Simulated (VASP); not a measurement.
Band structure of ZrN (rock salt). All values below come from PBE GGA, VASP's PBE PAW potentials (set 64) (plane waves; VASP).

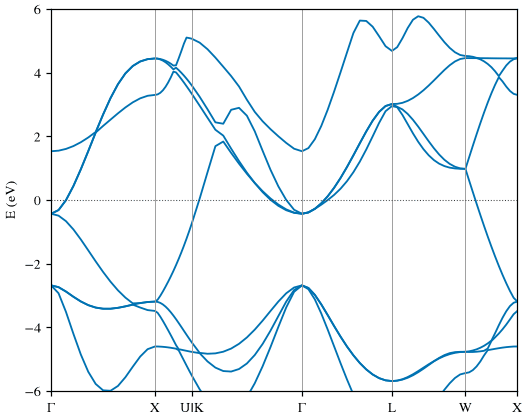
Fig. 1. Bands along high-symmetry lines, zero at the valence-band maximum or, without a gap, the Fermi level

Problem. Read the plot: is there a gap, and where are the band edges?

Solution. It has no gap at this level: it comes out as a metal or semimetal. (Edges off the drawn lines would not show.)

The compound is ZrN in the rock salt structure. It was relaxed first. The electron count is odd and the run is not spin-polarised, which forces a metal.
